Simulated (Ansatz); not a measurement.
**B3LYP/6-31G(d) (spherical functions) run of BGeH5 (SMILES [BH2][GeH3])**

Aim: the vertical singlet–triplet gap of BGeH5 at B3LYP/6-31G* (spherical functions), from 2 runs. 

The calculation is run with Ansatz 0.2.0.

48 further runs of the same task are left out: 48 set aside as unsound or not needed.

**1. Starting point**

The species is BGeH5 (7 atoms), meant as a singlet with charge 0. As SMILES, `[BH2][GeH3]`. Geometry: relaxed at PBE0-D4/def2-TZVP.

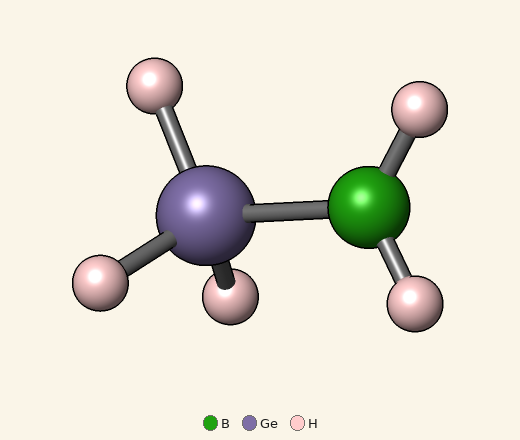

The structure, seen from a chosen angle (boron green, germanium purple, hydrogen pink).

**2. The energy at B3LYP/6-31G(d) (spherical functions)**

job.yaml

```yaml
crystal:
  periodic: [false, false, false]
  atoms:
    - {symbol: B, position_ang: [0.007500, -1.219800, 0.268100]}
    - {symbol: Ge, position_ang: [0.048900, 0.786100, -0.183400]}
    - {symbol: H, position_ang: [-1.044400, -1.784600, 0.312800]}
    - {symbol: H, position_ang: [0.997700, -1.849300, 0.488600]}
    - {symbol: H, position_ang: [-0.601100, 1.019700, -1.562200]}
    - {symbol: H, position_ang: [-0.799800, 1.566200, 0.840700]}
    - {symbol: H, position_ang: [1.452500, 1.413700, -0.210300]}
basis:
  gaussian:
    orbitals: 6-31G_st_-spherical.json
hamiltonian:
  xc: {name: B3LYP}
accuracy: high
output:
  orbitals: {seedname: orbitals}
```

The basis set 6-31G* is read from a file made from the Basis Set Exchange's data (not shown).

Started as:

```
$ ansatz run job.yaml --threads 1 --pin off --max-ram 3480MiB --events-out events.jsonl --progress --plain --runs-dir runs
```

The log of the run:

```text
Warning: RAYON_NUM_THREADS=1 ignored (pool sized by the plan → 1); use --threads N
Functional definition: B3LYP
  name "B3LYP"
  parameter a0 = 0.2
  parameter ax = 0.72
  parameter ac = 0.81
  exchange = (1 - a0 - ax)*slater_x + ax*b88_x + a0*exact_x
  correlation = (1 - ac)*vwn_rpa_c + ac*lyp_c
1223 factors; integrals over basis functions are off by at most 4.6e-9 eV
mean field evaluation 1: about -57267.6534 eV, gradient 1.6e1 eV
mean field evaluation 2: about -57268.0043 eV, gradient 1.3e1 eV
mean field evaluation 4: about -57268.2417 eV, gradient 3.8e-1 eV
mean field evaluation 8: about -57268.3306 eV, gradient 2.1e-2 eV
mean field evaluation 16: about -57268.3306 eV, gradient 4.1e-7 eV
mean field -57268.33058053 eV, -2104.5723309659 hartree, gradient 1.5e-8 eV, S^2 0.000000; 0 other end points of the search recorded, 0 dependent functions left out
reference -57268.33062006 eV, -2104.5723324187 hartree; 21, 21 occupied and 35, 35 virtual orbitals, 1223 factors
Total energy: -57268.33062006 eV, -2104.5723324187 hartree
```

It took 1.9 s on 1 thread of AMD EPYC 9R45 (Zen 5), shared host; peak memory 0.17 GiB.

**3. The triplet, same level**

input.yaml

```yaml
basis:
  gaussian:
    orbitals: 6-31G_st_-spherical.json
crystal:
  periodic: [false, false, false]
  atoms:
    - {symbol: B, position_ang: [0.007500, -1.219800, 0.268100]}
    - {symbol: Ge, position_ang: [0.048900, 0.786100, -0.183400]}
    - {symbol: H, position_ang: [-1.044400, -1.784600, 0.312800]}
    - {symbol: H, position_ang: [0.997700, -1.849300, 0.488600]}
    - {symbol: H, position_ang: [-0.601100, 1.019700, -1.562200]}
    - {symbol: H, position_ang: [-0.799800, 1.566200, 0.840700]}
    - {symbol: H, position_ang: [1.452500, 1.413700, -0.210300]}
magnetization:
  spin_polarized: true
  initial_magnetization: 2
hamiltonian:
  xc: {name: B3LYP}
accuracy: high
output: {orbitals: {seedname: orbitals}}
```

The basis set 6-31G* is read from a file made from the Basis Set Exchange's data (not shown).

Started as:

```
$ ansatz run input.yaml --threads 1 --pin off --max-ram 3480MiB --events-out events.jsonl --progress --plain --runs-dir runs
```

The log of the run, shortened:

```text
Warning: RAYON_NUM_THREADS=1 ignored (pool sized by the plan → 1); use --threads N
[... 7 set-up lines as earlier in the session ...]
1223 factors; integrals over basis functions are off by at most 4.6e-9 eV
mean field evaluation 1: about -57263.4797 eV, gradient 1.5e1 eV
mean field evaluation 2: about -57263.6025 eV, gradient 1.5e1 eV
mean field evaluation 4: about -57264.5829 eV, gradient 5.5e-1 eV
mean field evaluation 8: about -57264.6801 eV, gradient 3.5e-2 eV
mean field evaluation 16: about -57264.6801 eV, gradient 1.8e-4 eV
mean field -57264.68013053 eV, -2104.4381794026 hartree, gradient 7.6e-8 eV, S^2 2.003958; 2 other end points of the search recorded, 0 dependent functions left out
reference -57264.68017060 eV, -2104.4381808752 hartree; 22, 20 occupied and 34, 36 virtual orbitals, 1223 factors
Total energy: -57264.68017060 eV, -2104.4381808752 hartree
```

It took 3.9 s on 1 thread of AMD EPYC 9R45 (Zen 5), shared host; peak memory 0.24 GiB.

**4. Outcome**

At B3LYP/6-31G* (spherical functions):

| quantity | value |
| --- | --- |
| singlet: total energy | -2104.57233 Eh |
| singlet: HOMO energy | -8.02 eV |
| singlet: LUMO energy | -2.31 eV |
| singlet: HOMO–LUMO gap | 5.70 eV |
| triplet: total energy | -2104.43818 Eh |
| triplet: HOMO energy (highest over α and β) | -4.38 eV |
| triplet: ⟨S²⟩ | 2.004 |
| vertical energy of the triplet above the singlet | 3.650 eV |

At this shape the triplet lies 3.65 eV (84 kcal/mol) above the singlet.
